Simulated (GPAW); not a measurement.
# How SnTe3 absorbs and reflects light, part 2 of 2

Aim: the dielectric function of SnTe3, and the optical constants that follow from it.

GPAW 26.7.0; DFT, revPBE, plane-wave PAW (GPAW data sets), scalar-relativistic, RPA, optical limit.

So far. Step 2 (Ground state): There are states at the Fermi level within the smearing, so the occupations stay smeared and the carriers get a Drude term.

## Step 4: Dielectric function, RPA

Local fields let the induced charge screen the field inside the cell, which as a rule lowers ε, most along directions where the density is uneven.

This step: DFT, revPBE, plane-wave PAW (GPAW data sets), scalar-relativistic, RPA, optical limit (GPAW 26.7.0).

df.py

```python
from gpaw.response.df import DielectricFunction

df = DielectricFunction('full.gpw', frequencies={'type': 'nonlinear', 'domega0': 0.03, 'omega2': 8},
                        ecut=80,
                        eta=0.15,
                        nbands=70,
                        rate=0.2,
                        txt='df.txt')
for direction in ['x']:
    df.get_dielectric_function(xc='RPA', direction=direction, filename=f'df_{direction}.csv')
```

Command:

```console
> OMP_NUM_THREADS=1 python df.py
```

Log:

```text
Using integrator: PointIntegrator
NonLinearFrequencyDescriptor(from 0.000 to 53.065 eV, 473 points)
Nonperiodic BCs:  [False False False]
Using integrator: PointIntegrator
NonLinearFrequencyDescriptor(from 0.000 to 53.065 eV, 473 points)
Nonperiodic BCs:  [False False False]
Using integrator: PointIntegrator

Calculating chi0 body with:
    Ground state adapter containing:
    Number of spins: 1
    Number of kpoints: 512
    Number of irreducible kpoints: 29
    Number of completely occupied states: 13
    Number of partially occupied states: 18

    Linear response parametrization:
    q_c: [0.0, 0.0, 0.0]
    Number of frequency points: 473
    Planewave cutoff: 80.0
    Number of bands: 70
    Number of planewaves: 169
    Broadening (eta): 0.15

Integrating chi0 body.

Symmetries of q_c:
    Direct symmetries (Uq -> q): 48
    Indirect symmetries (TUq -> q): 0
In total 48 allowed symmetries.

29 groups of equivalent kpoints. 94.3359375% reduction.

Integral kind: spectral function

Calculating chi0 optical extensions with:
    Ground state adapter containing:
    Number of spins: 1
    Number of kpoints: 512
    Number of irreducible kpoints: 29
    Number of completely occupied states: 13
    Number of partially occupied states: 18

    Linear response parametrization:
    Number of frequency points: 473
    Planewave cutoff: 80.0
    Number of bands: 70
    Number of planewaves: 169
    Broadening (eta): 0.15
Integrating chi0 head and wings.

Symmetries of q_c:
    Direct symmetries (Uq -> q): 48
    Indirect symmetries (TUq -> q): 0
In total 48 allowed symmetries.

29 groups of equivalent kpoints. 94.3359375% reduction.

Integral kind: spectral function wings

Calculating drude chi0 with:
    Number of frequency points:473
    Plasma frequency decay rate: 0.2 eV

    Ground state adapter containing:
    Number of spins: 1
    Number of kpoints: 512
    Number of irreducible kpoints: 29
    Number of completely occupied states: 13
    Number of partially occupied states: 18

Symmetries of q_c:
    Direct symmetries (Uq -> q): 48
    Indirect symmetries (TUq -> q): 0
In total 48 allowed symmetries.

29 groups of equivalent kpoints. 94.3359375% reduction.

Integral kind: intraband
Plasma frequency:
[[5.28-0.j 0.  -0.j 0.  -0.j]
 [0.  -0.j 5.28-0.j 0.  +0.j]
 [0.  -0.j 0.  +0.j 5.28-0.j]]
```

Run time: 41 s. Hardware: 1 thread of Arm Neoverse V2, shared host; peak memory 0.88 GiB.

This step gave:

| Quantity | Value |
| --- | --- |
| centre of weight of the strongest loss peak in the window | 16.89 eV |

Some rows of df_x.csv (energy; Re and Im without local fields; Re and Im with them):

```text
0.000000, 1006.306008, -0.000000, 999.453567, -0.000000
0.555532, -69.133900, 158.155509, -69.714902, 157.329033
1.143969, -26.304237, 50.265228, -26.960603, 49.403245
1.768324, -17.445095, 23.733876, -18.091618, 22.948204
2.431988, -9.881114, 11.754485, -10.505988, 11.230719
3.138794, -8.650109, 10.666085, -8.792878, 10.083084
3.893091, -7.436458, 7.677207, -7.315413, 7.100910
4.699832, -4.577946, 3.296051, -4.745879, 2.972391
5.564682, -2.100123, 4.817353, -1.999721, 4.026041
6.494155, -3.459167, 3.480898, -3.126964, 3.263652
7.495775, -2.516102, 3.566732, -1.978987, 3.342192
8.578281, -1.501494, 1.691454, -1.417112, 1.483717
9.751884, -1.179965, 1.363845, -1.088374, 1.160251
11.028587, -0.735667, 1.178990, -0.681788, 1.040593
12.422601, -0.734977, 1.062404, -0.296898, 0.900425
13.950874, -0.449474, 0.477051, -0.279886, 0.589863
15.633783, -0.202595, 0.326546, -0.091600, 0.467736
17.496047, 0.050981, 0.213097, 0.096982, 0.299202
19.567954, 0.297909, 0.152491, 0.340705, 0.198355
21.887015, 0.478084, 0.194266, 0.524047, 0.245689
24.500258, 0.537898, 0.327564, 0.555690, 0.283073
```

The Im ε, E ∥ x has structure finer than the step of the table below, so its rows give means over 2 eV, whole bins alone (the curve runs from 0.619 to 25.0 eV). Peaks (eV: height): 2.7: 15.0.

Sum at mesh points, not converged in k. Im ε, E ∥ x against photon energy; means over each step:

| photon energy (eV) | Im ε, E ∥ x |
| --- | --- |
| 2 | 24.8 |
| 4 | 6.39 |
| 6 | 3.21 |
| 8 | 2.18 |
| 10 | 1.21 |
| 12 | 0.880 |
| 14 | 0.646 |
| 16 | 0.443 |
| 18 | 0.280 |
| 20 | 0.210 |
| 22 | 0.214 |

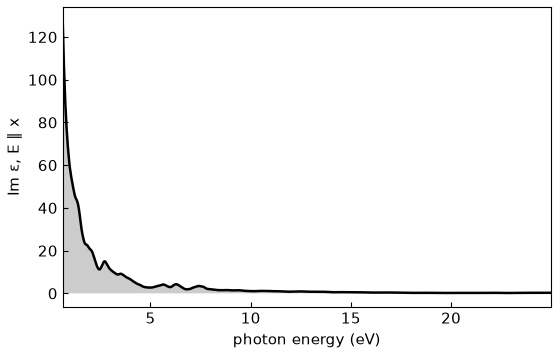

Im ε, E ∥ x against photon energy.

Values under 1 per cm are given as 1; sum at mesh points, not converged in k. The absorption coefficient, E ∥ x by photon energy:

```
photon energy (eV)  absorption coefficient, E ∥ x (1/cm)
              1.01                                 7.1e5
              1.99                                 9.2e5
              3.02                                 1.1e6
              3.98                                 1.2e6
              4.98                                 9.8e5
              6.02                                 9.9e5
              6.99                                 9.7e5
              8.03                                 1.3e6
              9.02                                 1.1e6
             10.03                                 1.1e6
             11.03                                 1.1e6
             12.02                                 9.5e5
             13.00                                 9.8e5
             14.04                                 9.2e5
             14.96                                 8.4e5
             16.03                                 6.6e5
             16.96                                 7.0e5
             18.05                                 4.2e5
             18.97                                 4.0e5
             20.06                                 3.4e5
             20.95                                 3.0e5
             22.02                                 3.9e5
             23.01                                 2.8e5
             24.04                                 4.2e5
```

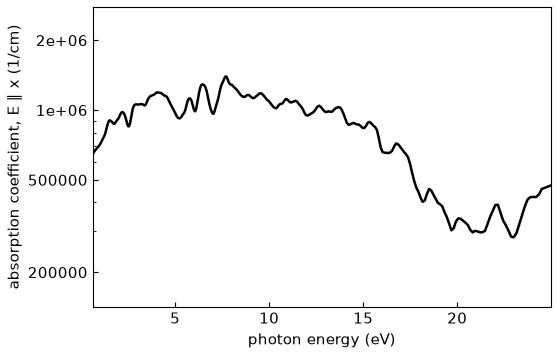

Absorption coefficient, E ∥ x, plotted against photon energy.

The reflectivity at normal incidence, E ∥ x has structure finer than the step of the table below, so its rows give means over 1 eV, whole bins alone (the curve runs from 0.619 to 25.0 eV). Peaks (eV: height): 6.7: 57.3, 7.8: 54.1.

Sum at mesh points, not converged in k. Table of reflectivity at normal incidence, E ∥ x by photon energy; means over each step:

| photon energy (eV) | reflectivity at normal incidence, E ∥ x (%) |
| --- | --- |
| 2 | 72.5 |
| 3 | 63.7 |
| 4 | 65.6 |
| 5 | 55.9 |
| 6 | 45.2 |
| 7 | 43.7 |
| 8 | 50.8 |
| 9 | 43.1 |
| 10 | 40.0 |
| 11 | 34.4 |
| 12 | 30.6 |
| 13 | 27.7 |
| 14 | 28.1 |
| 15 | 23.2 |
| 16 | 21.6 |
| 17 | 17.4 |
| 18 | 12.9 |
| 19 | 8.73 |
| 20 | 5.58 |
| 21 | 3.92 |
| 22 | 3.25 |
| 23 | 2.50 |
| 24 | 2.48 |

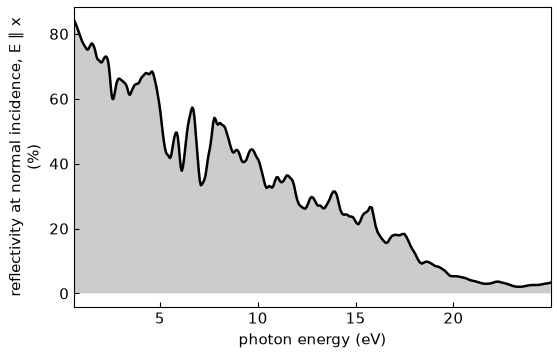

Reflectivity at normal incidence, E ∥ x, plotted against photon energy.

The loss function −Im 1/ε at q → 0, E ∥ x has structure finer than the step of the table below, so its rows give means over 2 eV, whole bins alone (the curve runs from 0.619 to 25.0 eV). Peaks (eV: height): 15.9: 2.79, 17.6: 3.06.

Sum at mesh points, not converged in k. Table of loss function −Im 1/ε at q → 0, E ∥ x by energy loss; means over each step:

| energy loss (eV) | loss function −Im 1/ε at q → 0, E ∥ x |
| --- | --- |
| 2 | 0.0327 |
| 4 | 0.0768 |
| 6 | 0.205 |
| 8 | 0.284 |
| 10 | 0.547 |
| 12 | 0.916 |
| 14 | 1.44 |
| 16 | 2.23 |
| 18 | 2.34 |
| 20 | 1.13 |
| 22 | 0.706 |

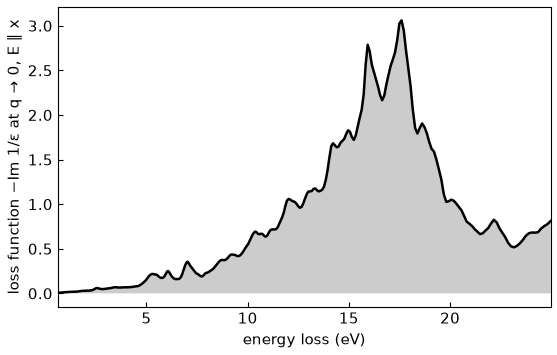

Loss function −Im 1/ε at q → 0, E ∥ x, plotted against energy loss.

The Im ε, E ∥ x has structure finer than the step of the table below, so its rows give means over 2 eV, whole bins alone (the curve runs from 0.619 to 25.0 eV). Peaks (eV: height): without local fields 2.7: 16.1; with local fields 2.7: 15.0.

Sum at mesh points, not converged in k. Im ε, E ∥ x against photon energy; means over each step:

```csv
photon energy (eV),without local fields,with local fields
2,25.5,24.8
4,6.88,6.39
6,3.72,3.21
8,2.41,2.18
10,1.44,1.21
12,1.10,0.880
14,0.546,0.646
16,0.338,0.443
18,0.215,0.280
20,0.161,0.210
22,0.155,0.214
```

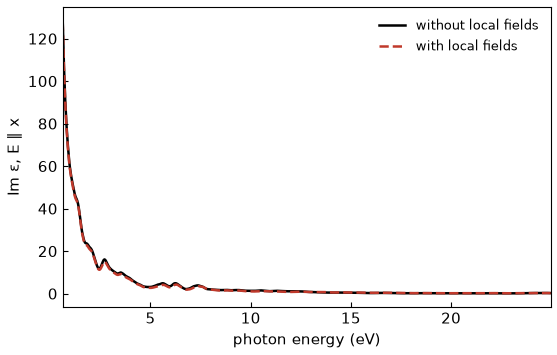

Im ε, E ∥ x against photon energy.

Optical constants at common wavelengths, from n + ik = √ε:

| wavelength (nm) | n | k | R (%) | 1/α |
| --- | --- | --- | --- | --- |
| 1550 | 4.76 | 8.367 | 81.5 | 15 nm |
| 1064 | 3.79 | 6.386 | 76.2 | 13 nm |
| 800 | 2.68 | 5.741 | 77.0 | 11 nm |
| 633 | 2.28 | 4.596 | 71.4 | 11 nm |
| 532 | 1.59 | 4.011 | 72.1 | 11 nm |
| 405 | 1.56 | 3.408 | 65.6 | 9.5 nm |
| 248 | 0.71 | 1.921 | 57.2 | 10 nm |

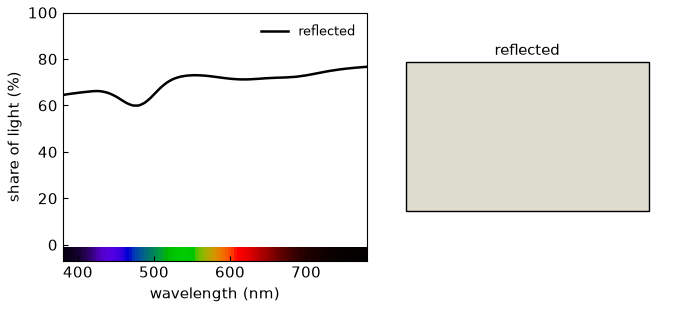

Light reflected across the visible range, with the colour that it makes of daylight (sRGB).

In reflection the computed colour is faintly yellow: x = 0.323, y = 0.343, luminous reflectivity 71 %.

## Step 5: Summary of results

```
centre of weight of the strongest loss peak in the window, first axis : 16.9 eV
```

In words: At this level (revPBE, RPA) SnTe3 is a metal. The mesh is too coarse to trust the carriers' weight, the reflectivity or the colour to better than tens of per cent. In reflection the computed colour is faintly yellow: x = 0.323, y = 0.343, luminous reflectivity 71 %. The carriers' damping of 0.2 eV is typed, not computed; it shapes the response at the lowest energies. Spin-orbit coupling is left out although heavy atoms are present. GPAW's carrier term has the form −ωp²/(ω + i·rate)², which damps like twice the rate and fails at low energy, so the curves leave the lowest energies out. The sum runs over mesh points 0.18 Å⁻¹ apart with no interpolation, so peaks are partly noise of the mesh, and the Drude plasma energy, a sum over the Fermi surface, isn't converged.

[Machine, clock and banner lines and Python warnings are left out of the logs.]

[Logs are printed without paths, hosts, clocks, repeated set-up lines and the standing remarks that a program may print on its own settings, such as how far it seeks lower states.]

[Hosts, paths, dates, database ids (printed as entryN), source tags and the programs' standing remarks are cut or masked in the printed files.]
